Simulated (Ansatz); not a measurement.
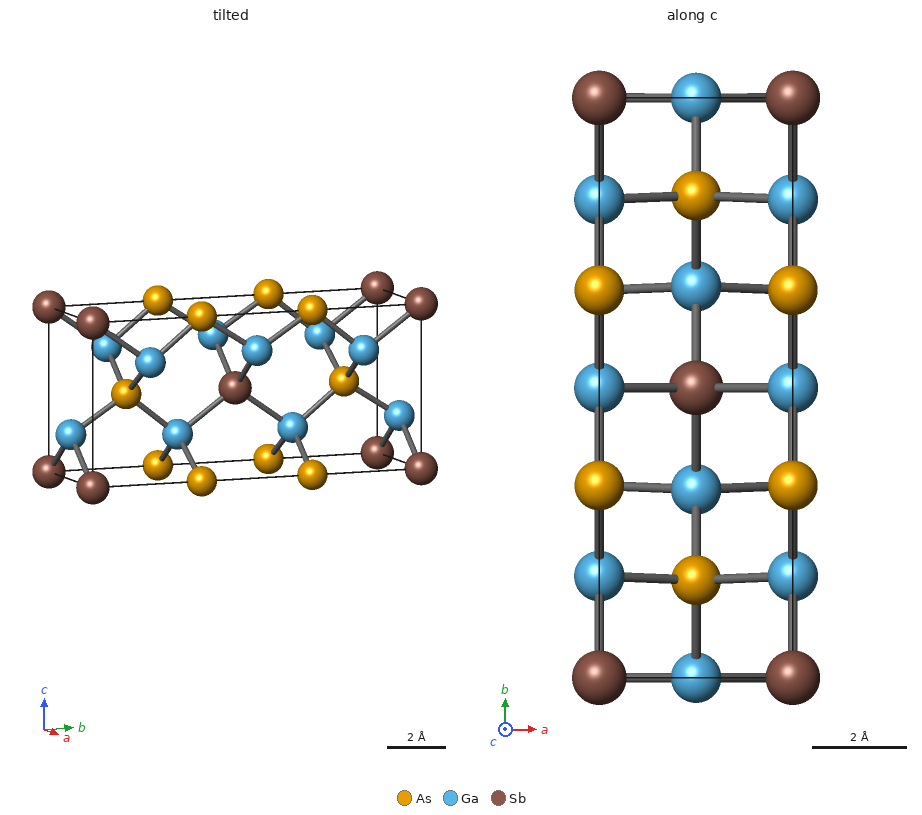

An orthographic ball-and-stick view of the structure, slightly off an axis and along the c axis. The frame is the conventional unit cell; atoms at its boundary are shown with their periodic copies.

Ga3SbAs2, space group Imm2 (No. 44), a = 4.122 Å, b = 12.349 Å, c = 5.815 Å, α = 90.00°, β = 90.00°, γ = 90.00°. Provenance: a structure type filled with these elements by a generator (whether the compound takes this form wasn't checked). Earlier steps of the study may have refined or changed the cell and positions. Ansatz was used for an electronic-structure calculation on it.

This one geometry was computed with Ansatz (DFT, plane waves, PAW) at three levels of theory: r2SCAN, PBE and HSE06. It was relaxed beforehand with r2SCAN.

Which level gives the highest pressure at this volume, and what does that say about its equilibrium volume?

Highest: PBE (2.4 GPa), which points to the largest equilibrium volume. Lowest, with the smallest volume: r2SCAN (0.0 GPa) and HSE06 (0.4 GPa). Levels within 0.5 GPa of each other can't be told apart.

How does the band gap change with the level of theory?

PBE: a gap of 0.07 eV, direct; r2SCAN: a gap of 0.51 eV, direct; HSE06: a gap of 0.90 eV, direct.

Collect the results in a table.

| level | cutoff (eV) | k-mesh of the run's cell | gap (eV) | pressure (GPa) |
| --- | --- | --- | --- | --- |
| r2SCAN | 500 | 8×8×8 | 0.51 | 0.0 |
| PBE | 420 | 8×8×8 | 0.07 | 2.4 |
| HSE06 | 420 | 4×4×4 | 0.90 | 0.4 |

Gaps are taken on the k-mesh or band path of each run.
